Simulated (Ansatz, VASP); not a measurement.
# Cross-check of AlN between VASP and Ansatz

Wanted: the spread between two codes on one cell, functional and k mesh. Other levels of theory on this material are compared in a session of their own. Valence electrons are named where the data sets of a main pair hold unlike numbers.

Program: Ansatz 0.2.0. Level of theory: plane waves, with VASP 6.6.1 beside it; band structure at LDA and dielectric response at LDA. Results are calculated unless marked as measured.

## (1) The starting structure

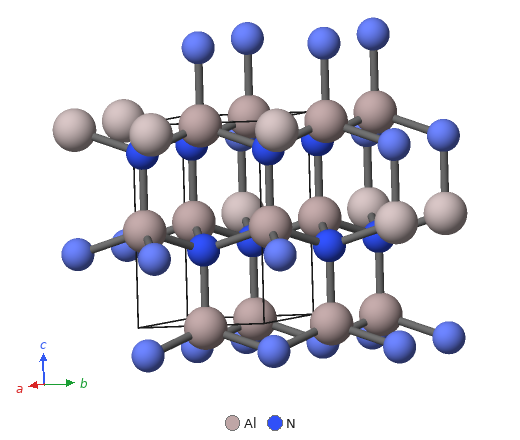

The cell as given, slightly off an axis (aluminium light grey, nitrogen blue). 2×2×1 cells are drawn. Some periodic images of atoms are drawn too.

As a file:

```cif
data_structure
_symmetry_space_group_name_H-M 'P6_3mc'
_symmetry_Int_Tables_number 186
_cell_length_a 3.1110
_cell_length_b 3.1110
_cell_length_c 4.9780
_cell_angle_alpha 90.000
_cell_angle_beta 90.000
_cell_angle_gamma 120.000
_cell_volume 41.72
loop_
_atom_site_label
_atom_site_type_symbol
_atom_site_symmetry_multiplicity
_atom_site_Wyckoff_symbol
_atom_site_fract_x
_atom_site_fract_y
_atom_site_fract_z
_atom_site_occupancy
Al1 Al 2 b 0.66667 0.33333 0.50000 1
N1 N 2 b 0.66667 0.33333 0.88500 1
```

## (2) VASP: band structure, LDA

Levels along a path test the potential and the projectors away from the mesh points.

Lines of VASP's logs that name or quote its potential files are left out, and so is its time.

INCAR

```
SYSTEM = AlN
PREC = Accurate
ENCUT = 460
EDIFF = 1E-06
NELM = 100
ISMEAR = 0
SIGMA = 0.03
LREAL = .FALSE.
ALGO = Normal
GGA = CA
NBANDS = 22
LORBIT = 11
LWAVE = .FALSE.
LCHARG = .FALSE.
KPAR = 4
```

POSCAR

```
AlN
1.0
    3.1110000000      0.0000000000      0.0000000000
   -1.5555000000      2.6942050312      0.0000000000
    0.0000000000      0.0000000000      4.9780000000
Al N
2 2
Direct
    0.6666666667      0.3333333333      0.5000000000
    0.3333333333      0.6666666667      0.0000000000
    0.6666666667      0.3333333333      0.8850000000
    0.3333333333      0.6666666667      0.3850000000
```

KPOINTS

```
Automatic mesh
0
Gamma
8 8 4
0 0 0
```

KPOINTS_OPT

```
Line mode
10
Line-mode
Reciprocal
  0.00000000   0.00000000   0.00000000 GAMMA
  0.50000000   0.00000000   0.00000000 M

  0.50000000   0.00000000   0.00000000 M
  0.33333333   0.33333333   0.00000000 K

  0.33333333   0.33333333   0.00000000 K
  0.00000000   0.00000000   0.00000000 GAMMA

  0.00000000   0.00000000   0.00000000 GAMMA
  0.00000000   0.00000000   0.50000000 A

  0.00000000   0.00000000   0.50000000 A
  0.50000000   0.00000000   0.50000000 L

  0.50000000   0.00000000   0.50000000 L
  0.33333333   0.33333333   0.50000000 H

  0.33333333   0.33333333   0.50000000 H
  0.00000000   0.00000000   0.50000000 A

  0.50000000   0.00000000   0.50000000 L
  0.50000000   0.00000000   0.00000000 M

  0.33333333   0.33333333   0.00000000 K
  0.33333333   0.33333333   0.50000000 H
```

Potentials, in the order of the species: Al and N (LDA family, release 64).

Launch:

```
$ mpirun -np 4 vasp_std
```

Numbers of over 12 decimals in the logs are rounded to 6 here.

Log:

```text
[banner, memory and clock lines left out]
running    4 mpi-ranks, on    1 nodes
 distrk:  each k-point on    1 cores,    4 groups
 distr:  one band on    1 cores,    1 groups

 POSCAR found type information on POSCAR AlN
 POSCAR found :  2 types and       4 ions
 LDA part: xc-table for (Slater(with rela. corr.)+CA(PZ))
 , standard interpolation
 POSCAR, INCAR and KPOINTS ok, starting setup
 FFT: planning ... GRIDC
 FFT: planning ... GRID_SOFT
 FFT: planning ... GRID
 WAVECAR not read
 entering main loop
       N       E                     dE             d eps       ncg     rms          rms(c)
DAV:   1     0.232050397859E+02    0.23205E+02   -0.62457E+03  1328   0.585E+02
DAV:   2    -0.357142685898E+02   -0.58919E+02   -0.55573E+02  1676   0.139E+02
DAV:   3    -0.378665225093E+02   -0.21523E+01   -0.21398E+01  1656   0.241E+01
DAV:   4    -0.378765610384E+02   -0.10039E-01   -0.10038E-01  1500   0.194E+00
DAV:   5    -0.378766611013E+02   -0.10006E-03   -0.10006E-03  1668   0.187E-01    0.122E+01
DAV:   6    -0.329440357646E+02    0.49326E+01   -0.75727E+00  1488   0.174E+01    0.423E+00
DAV:   7    -0.328964969944E+02    0.47539E-01   -0.50895E-01  1620   0.357E+00    0.292E+00
DAV:   8    -0.328363093403E+02    0.60188E-01   -0.76849E-02  1494   0.177E+00    0.424E-01
DAV:   9    -0.328332946088E+02    0.30147E-02   -0.47353E-03  1620   0.448E-01    0.246E-01
DAV:  10    -0.328335116555E+02   -0.21705E-03   -0.81751E-04  1422   0.147E-01    0.175E-01
DAV:  11    -0.328334152080E+02    0.96448E-04   -0.12777E-04  1566   0.678E-02    0.279E-02
DAV:  12    -0.328334144407E+02    0.76732E-06   -0.19812E-06  1514   0.783E-03
   1 F= -.32833414E+02 E0= -.32833414E+02  d E =-.301101E-17
 Start KPOINTS_OPT (optional k-point list driver)
k-point batch [1-30\90]
       N       E                     dE             ncg
DAV:   1     0.208809279879E+04   -0.10196E+05     1320
DAV:   2     0.407781633785E+03   -0.16803E+04     1660
DAV:   3     0.340673844310E+03   -0.67108E+02     1646
DAV:   4     0.340353050123E+03   -0.32079E+00     1542
DAV:   5     0.340349843237E+03   -0.32069E-02     1620
DAV:   6     0.340349796230E+03   -0.47008E-04     1530
DAV:   7     0.340349795525E+03   -0.70414E-06     1386
[...]
k-point batch [61-90\90]
       N       E                     dE             ncg
DAV:   1     0.198051574123E+04   -0.14788E+05     1320
DAV:   2     0.332031175853E+03   -0.16485E+04     1696
DAV:   3     0.275213496063E+03   -0.56818E+02     1662
DAV:   4     0.274932437306E+03   -0.28106E+00     1524
DAV:   5     0.274929519946E+03   -0.29174E-02     1652
DAV:   6     0.274929477123E+03   -0.42823E-04     1500
DAV:   7     0.274929476489E+03   -0.63416E-06     1366
```

From OUTCAR (step 2):

```text
ion  position               nearest neighbor table
   1  0.667  0.333  0.500-   4 1.89   4 1.89   4 1.89   3 1.92   2 3.07   2 3.07   2 3.07   2 3.07
                             2 3.07   2 3.07
   2  0.333  0.667  0.000-   3 1.89   3 1.89   3 1.89   4 1.92   1 3.07   1 3.07   1 3.07   1 3.07
                             1 3.07   1 3.07
   3  0.667  0.333  0.885-   2 1.89   2 1.89   2 1.89   1 1.92
   4  0.333  0.667  0.385-   1 1.89   1 1.89   1 1.89   2 1.92

  LATTYP: Found a hexagonal cell.
 ALAT       =     3.1110000000
 C/A-ratio  =     1.6001285760

 Subroutine GETGRP returns: Found 12 space group operations
 (whereof  6 operations were pure point group operations)

The static configuration has the point symmetry C_3v.
 The point group associated with its full space group is C_6v.

 Found     30 irreducible k-points:

   k-points           NKPTS =     30   k-points in BZ     NKDIM =     30   number of bands    NBANDS=     22

   dimension x,y,z NGX =    24 NGY =   24 NGZ =   36
   dimension x,y,z NGXF=    48 NGYF=   48 NGZF=   72

   ENCUT  =  460.0 eV  33.81 Ry    5.81 a.u.   5.44  5.44  8.71*2*pi/ulx,y,z

   NELECT =      16.0000    total number of electrons

 k-points in reciprocal lattice and weights: Automatic mesh
   0.00000000  0.00000000  0.00000000       0.004
   0.12500000 -0.00000000  0.00000000       0.023
   0.25000000 -0.00000000  0.00000000       0.023
   0.37500000 -0.00000000  0.00000000       0.023
   0.50000000 -0.00000000  0.00000000       0.012
   0.12500000  0.12500000  0.00000000       0.023
   0.25000000  0.12500000  0.00000000       0.047
   0.37500000  0.12500000  0.00000000       0.047
   0.25000000  0.25000000  0.00000000       0.023
[...]
0.25000000  0.25000000  0.50000000       0.023
   0.37500000  0.25000000  0.50000000       0.023

 average (electrostatic) potential at core
       1 -69.9387       2 -69.9387       3 -59.9019       4 -59.9019

 E-fermi :   6.1214

 k-point     1 :       0.0000    0.0000    0.0000
  band No.  band energies     occupation
    ...
      4       5.0046      2.00000
      5       5.0046      2.00000
      6       5.6614      2.00000
      7       5.6614      2.00000
      8       5.9551      2.00000
      9      10.1416      0.00000
     10      12.4573      0.00000
     11      16.4273      0.00000
     12      16.8418      0.00000
     13      16.8418      0.00000
    ...

 k-point     2 :       0.1250   -0.0000    0.0000
  band No.  band energies     occupation
    ...
      4       4.1320      2.00000
      5       4.7600      2.00000
      6       4.8503      2.00000
      7       5.6245      2.00000
      8       5.8598      2.00000
      9      10.9465      0.00000
     10      13.1807      0.00000
     11      15.5828      0.00000
     12      15.8064      0.00000
     13      17.4004      0.00000
    ...

 k-point     3 :       0.2500   -0.0000    0.0000
  band No.  band energies     occupation
    ...
      4       2.4014      2.00000
      5       3.4195      2.00000
      6       4.2923      2.00000
      7       5.4596      2.00000
      8       5.5031      2.00000
      9      12.0374      0.00000
     10      13.3675      0.00000
     11      13.8995      0.00000
     12      15.7782      0.00000
     13      17.3143      0.00000
    ...

  Total       -1.0124097     -1.0124097     -1.4250474      0.0000000     -0.0000000      0.0000000
  in kB      -38.8759789    -38.8759789    -54.7210397      0.0000000     -0.0000000      0.0000000
  external PRESSURE =     -44.1576658 kB  Pullay stress =       0.0000000 kB

  energy-cutoff  :      460.00
  volume of cell :       41.72
      direct lattice vectors                 reciprocal lattice vectors
     3.111000000  0.000000000  0.000000000     0.321440051  0.185583500  0.000000000
    -1.555500000  2.694205031  0.000000000     0.000000000  0.371167000  0.000000000
     0.000000000  0.000000000  4.978000000     0.000000000  0.000000000  0.200883889

 POSITION                                       TOTAL-FORCE (eV/Angst)
 -----------------------------------------------------------------------------------
      1.55550      0.89807      2.48900         0.000000      0.000000      0.186514
     -0.00000      1.79614      0.00000        -0.000000      0.000000      0.186514
      1.55550      0.89807      4.40553         0.000000      0.000000     -0.186514
     -0.00000      1.79614      1.91653        -0.000000     -0.000000     -0.186514
 -----------------------------------------------------------------------------------
    total drift:                               -0.000000      0.000000      0.000452

  FREE ENERGIE OF THE ION-ELECTRON SYSTEM (eV)
  ---------------------------------------------------
  free  energy   TOTEN  =       -32.8334144407 eV

  energy  without entropy=      -32.8334144407  energy(sigma->0) =      -32.83341444

 total charge
# of ion       s       p       d       tot
------------------------------------------
    1        0.375   0.451   0.000   0.826
    2        0.375   0.451   0.000   0.826
    3        1.214   2.607   0.000   3.821
    4        1.214   2.607   0.000   3.821
--------------------------------------------------
tot          3.178   6.117   0.000   9.295

[... 3 further parts left out ...]
```

The run ends at a pressure of -4.42 GPa, with forces up to 0.19 eV/Å.

## (3) Ansatz: band structure, LDA

Ansatz runs on its default PAW (the set named soft_2) files.

The same cell, functional (in two slightly different forms), mesh and smearing now go to Ansatz, which takes its cutoff from its data sets.

input.yaml

```yaml
crystal:
  lattice:
    - [3.111, 0.0, 0.0]
    - [-1.5555, 2.6942050312, 0.0]
    - [0.0, 0.0, 4.978]
  atoms:
    - { symbol: Al, position: [0.6666666667, 0.3333333333, 0.5] }
    - { symbol: Al, position: [0.3333333333, 0.6666666667, 0.0] }
    - { symbol: "N", position: [0.6666666667, 0.3333333333, 0.885] }
    - { symbol: "N", position: [0.3333333333, 0.6666666667, 0.385] }
hamiltonian:
  xc: lda
  pseudopotentials: { kind: paw }
kpoints:
  mp_grid: { grid: [8, 8, 4] }
  band_path:
    path:
      - [0.0, 0.0, 0.0]
      - [0.16667, 0.0, 0.0]
      - [0.33333, 0.0, 0.0]
      - [0.5, 0.0, 0.0]
      - [0.46296, 0.07407, 0.0]
      - [0.40741, 0.18519, 0.0]
      - [0.35185, 0.2963, 0.0]
      - [0.2963, 0.2963, 0.0]
      - [0.18519, 0.18519, 0.0]
      - [0.07407, 0.07407, 0.0]
      - [0.0, 0.0, 0.0]
      - [0.0, 0.0, 0.16667]
      - [0.0, 0.0, 0.33333]
      - [0.0, 0.0, 0.5]
      - [0.11111, 0.0, 0.5]
      - [0.33333, 0.0, 0.5]
      - [0.5, 0.0, 0.5]
      - [0.46296, 0.07407, 0.5]
      - [0.40741, 0.18519, 0.5]
      - [0.35185, 0.2963, 0.5]
      - [0.2963, 0.2963, 0.5]
      - [0.18519, 0.18519, 0.5]
      - [0.07407, 0.07407, 0.5]
      - [0.5, 0.0, 0.5]
      - [0.5, 0.0, 0.33333]
      - [0.5, 0.0, 0.16667]
      - [0.5, 0.0, 0.0]
      - [0.33333, 0.33333, 0.11111]
      - [0.33333, 0.33333, 0.27778]
      - [0.33333, 0.33333, 0.5]
    npoints: 1
scf:
  occupations: { method: gaussian, width: 0.03 }
  n_extra_bands: 8
output:
  forces: true
  stress: true
  eigenvalues: true
```

Launch:

```
$ ansatz run input.yaml --threads 2 --pin off --max-ram 4608MiB --backend cpu --events-out ev --progress --plain --runs-dir out
```

Log:

```text
scf.n_extra_bands = 8 over 8 filled bands (N_el = 16.0): the run solves 16 bands
Engine: ansatz 0.2.0, aarch64-unknown-linux-gnu
Pseudopotentials: kind: paw
Pseudopotential: Al, paw, valence charge 3, recommended cutoff 420 eV (normal), Al.paw.azcp
Pseudopotential: N, paw, valence charge 5, recommended cutoff 420 eV (normal), N.paw.azcp
Functional definition: SPW92
  exchange = slater_x
  correlation = pw_c
Crystal: 4 atoms, lattice volume = 41.724 Å³
Basis set: ecut = 420 eV, 809 PW (Γ)
Bands: 16, of which v1, the nominal top of the filled ones, is band 8 counted from 1 (7 counted from 0)
Symmetry: 12 space group operations
Space group: P63mc (ITA 186), of the structure as read, at distance tolerance 3.5e-5 Å
k-points: 30 of 256 (time reversal used)
Non-local potential: Al, projectors of the file, l = 0: 2, l = 1: 2, l = 2: 1
Non-local potential: N, projectors of the file, l = 0: 2, l = 1: 2, l = 2: 1
PAW form: soft (Blöchl's): semilocal exchange-correlation on the pseudo side does not see the compensation charge
PAW frozen core: Al, regenerated for the run's functional, and the local potential with it (the file was generated under x = pbe(κ = 0.804, μ = 0.219515), c = pbe(β = 0.066725))
PAW frozen core: N, regenerated for the run's functional, and the local potential with it (the file was generated under x = pbe(κ = 0.804, μ = 0.219515), c = pbe(β = 0.066725))
PAW one-centre angular grid: Al, 110 points (default); XC on 64 Gauss nodes
PAW one-centre angular grid: N, 110 points (default); XC on 64 Gauss nodes
Initial density: superposition of atomic densities (neutral atoms: chi_scale 0, normalization atom), corrected by the library's trained network
Initial wavefunctions: pseudopotential atomic-orbital guess
Functional: x = slater, c = lda
SCF iter   1: F=—  HF=-1779.711877 eV  |F-HF|=—  |Δ(HF+E_count)|=         —  Δρ=9.28e-3  dr2=4.14e-2  ethr=1.77e-3  ⟨swp⟩=5.6  Hψ=2815  notcnv=0  defer=3
preconditioner: auto → none  [insulator: Δε(μ)=4.102 eV  Ē_g=15.125 eV  σ=0.030 eV  W_gap=1.00  n_scr=2 (ndim 8)  ℏωp=23.0 eV  f_vac=0.000  D(μ)=0.00/eV (n_scr^D=0)  ε∞_Penn≈3.3]
SCF iter   2: F=—  HF=-1779.700462 eV  |F-HF|=—  |Δ(HF+E_count)|=   1.14e-2  Δρ=3.18e-3  dr2=4.37e-3  ethr=2.59e-4  ⟨swp⟩=2.0  Hψ=835  notcnv=0  defer=69
SCF iter   3: F=—  HF=-1779.699093 eV  |F-HF|=—  |Δ(HF+E_count)|=   1.37e-3  Δρ=5.16e-4  dr2=4.27e-5  ethr=2.73e-5  ⟨swp⟩=2.6  Hψ=621  notcnv=0  defer=79
SCF iter   4: F=—  HF=-1779.699073 eV  |F-HF|=—  |Δ(HF+E_count)|=   2.07e-5  Δρ=4.14e-5  dr2=4.74e-7  ethr=2.67e-7  ⟨swp⟩=2.2  Hψ=644  notcnv=0  defer=79
iter 5 did not close the SCF: its close was put off for the readings that it lacked (scf_convergence_deferred on its scf_iter line)
SCF iter   5: F=-1779.699072 eV  HF=-1779.699072 eV  |F-HF|=1.60e-10  |Δ(HF+E_count)|=   1.42e-7  Δρ=3.38e-6  dr2=1.52e-9  ethr=2.96e-9  ⟨swp⟩=2.4  Hψ=603  notcnv=0  defer=79
SCF iter   6: F=-1779.699072 eV  HF=-1779.699072 eV  |F-HF|=1.82e-12  |Δ(HF+E_count)|=  3.45e-10  Δρ=1.55e-7  dr2=5.20e-12  ethr=9.53e-12  ⟨swp⟩=5.1  Hψ=2193  notcnv=0
SCF 1 converged in 6 iterations: F = -1779.699072 eV  dr2 = 5.20e-12
  greatest PAW one-centre occupation: 0.781 electrons in one spin orbital (limit 2), on the N atom at site 2 (counted from 0), in its partial waves of l = 0
NSCF: frozen V_eff on 30 k-points
SCF converged after 6 iterations
Free energy (F): -1779.699072 eV
Harris-Foulkes:  -1779.699072 eV  (|F-HF|=1.82e-12)
Internal energy: -1779.699072 eV  (E = F + TS)
E sigma→0 (E₀):  -1779.699072 eV
Fermi energy:    9.012332 eV
--- Per-component energies (eV) ---
  E_band       = 26.508972
  E_kinetic    = 317.626285
  E_local      = -449.143038  (includes V_loc(G=0)·N_el)
  E_nonlocal   = 114.830752
  E_hartree    = 153.741167
  E_xc         = -201.101371
  E_vxc        = -215.067365  (∫ρ·V_xc dr)
  E_paw        = -1123.889609  (= ΣΔE_a)
  E_vpaw       = -49.220166  (= ΣTr[D̂ρ^β])
  E_aug_tail   = 0.000181  (compensation charges beyond the density's cutoff)
  E_ewald      = -592.034960
  E_core_change = 0.271521  (= ΣΔE_core)
  E_smearing   = -0.000000  (= −TS)
  E_closure    = 0.000000  (closes the sum)
  Σ components = -1779.699072   (vs F -1779.699072, Δ=0.00e0)
--- Forces (eV/Å), atoms counted from 1 ---
  atom   1  Al     0.00000000     0.00000000     0.18317150
  atom   2  Al    -0.00000000    -0.00000000     0.18317150
  atom   3  N      0.00000000    -0.00000000    -0.18316836
  atom   4  N     -0.00000000     0.00000000    -0.18316836
  max |Σ_I F_I| component: 6.28e-6 eV/Å
--- Stress (GPa, compression-positive) ---
       -3.853016       0.000000       0.000000
        0.000000      -3.853016       0.000000
        0.000000       0.000000      -5.343250
  P = ⅓ Tr σ = -4.3498 GPa (-43.498 kbar)
--- Band table (eV; the first three rows and the last of 30) ---
  k-point 0: bands = [... 4 lower, 5.9740, 6.6290, 6.6290, 6.9224, 11.1022, 13.4301, 17.3917, 17.8224, ... 4 higher]
  k-point 1: bands = [... 4 lower, 6.0651, 6.0651, 6.5281, 6.5281, 12.0515, 13.5668, 17.0405, 17.7973, ... 4 higher]
  k-point 2: bands = [... 4 lower, 6.2915, 6.2915, 6.2915, 6.2915, 13.3129, 13.3129, 17.0368, 17.0368, ... 4 higher]
  k-point 29: bands = [... 4 lower, 3.3268, 3.3268, 6.0559, 6.0559, 13.6237, 13.6237, 15.1824, 15.1824, ... 4 higher]
```

The job ended after 1.6 s (2 threads of Arm Neoverse V2, shared host; peak memory 0.27 GiB; 2.9 s of CPU time).

## (4) Comparison

Known differences besides the potentials themselves: the two LDA forms differ slightly; the cutoff is 420 eV in Ansatz and 460 eV in VASP; VASP's log shows a relativistic correction to its local exchange, Ansatz's none. Total energies have different zeros and are not compared.

Both answers:

```csv
quantity,Ansatz,VASP,difference
pressure (GPa),-4.35,-4.42,+0.07
pressure without Ansatz's Pulay correction (GPa),-5.01,-4.42,-0.60
gap over the path points (eV),4.180,4.187,-0.007
```

Forces (eV/Å; atoms numbered as in POSCAR):

```csv
atom,"Ansatz x, y, z","VASP x, y, z"
Al1,"0.000, 0.000, 0.183","0.000, 0.000, 0.187"
Al2,"0.000, 0.000, 0.183","0.000, 0.000, 0.187"
N3,"0.000, 0.000, -0.183","0.000, 0.000, -0.187"
N4,"0.000, 0.000, -0.183","0.000, 0.000, -0.187"
```

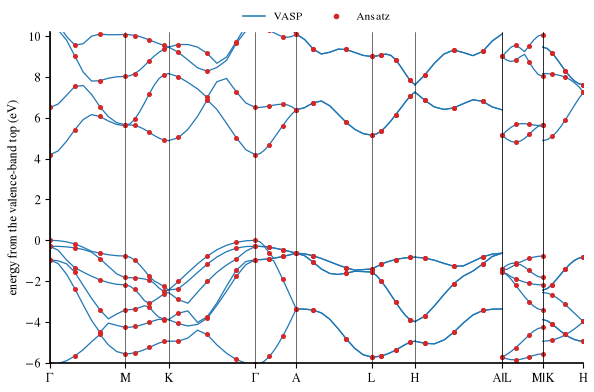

Bands from VASP (lines) and levels from Ansatz (dots). Dots without a line are higher empty bands that the VASP plot leaves out.

Levels at points of the path, from each program's valence-band top (eV; 4 filled, then empty):

```csv
k (reciprocal lattice),Ansatz,VASP
0.000 0.000 0.000,-0.95 -0.29 -0.29 0.00 4.18 6.51 10.47,-0.95 -0.29 -0.29 0.00 4.19 6.50 10.47
0.167 0.000 0.000,-1.57 -1.34 -0.37 -0.18 5.42 7.54 9.03,-1.57 -1.34 -0.37 -0.18 5.42 7.54 9.03
0.333 0.000 0.000,-3.40 -1.93 -0.89 -0.63 6.08 6.55 7.82,-3.41 -1.94 -0.90 -0.63 6.06 6.54 7.82
0.500 0.000 0.000,-3.40 -2.18 -1.82 -0.77 5.63 5.67 8.03,-3.41 -2.18 -1.83 -0.77 5.61 5.66 8.03
0.463 0.074 0.000,-3.35 -2.40 -1.83 -0.97 5.63 5.95 8.17,-3.36 -2.41 -1.84 -0.97 5.62 5.93 8.16
0.407 0.185 0.000,-3.25 -3.08 -1.95 -1.76 5.30 7.17 8.79,-3.26 -3.10 -1.95 -1.76 5.29 7.17 8.79
0.352 0.296 0.000,-3.84 -2.62 -2.49 -2.25 4.93 8.10 9.35,-3.85 -2.63 -2.50 -2.26 4.92 8.11 9.36
0.296 0.296 0.000,-3.56 -2.89 -2.37 -2.02 5.04 8.01 9.21,-3.57 -2.90 -2.38 -2.02 5.02 8.02 9.21
0.185 0.185 0.000,-3.73 -2.02 -1.17 -0.77 6.89 7.00 8.28,-3.74 -2.02 -1.17 -0.77 6.88 7.00 8.28
0.074 0.074 0.000,-1.47 -0.92 -0.39 -0.10 5.03 7.29 9.64,-1.47 -0.92 -0.39 -0.10 5.03 7.28 9.64
```

The forces differ by 1.9 meV/Å r.m.s., which is 1.8 % of the r.m.s. force of 0.108 eV/Å (both taken over all components). Among the levels compared at these points, filled levels agree within 13 meV and empty ones within 18 meV. Ansatz's pressure holds a Pulay correction of 0.66 GPa; VASP's holds none.

[end of part 1 of 2]

[Lines on the potential files, build, host, timing and source positions are cut from VASP's logs without a mark.]

[Logs are printed without paths, hosts, clocks, repeated set-up lines and the standing remarks that a program may print on its own settings, such as how far it seeks lower states.]

[Hosts, paths, dates, database ids (printed as entryN), source tags and the programs' standing remarks are cut or masked in the printed files.]
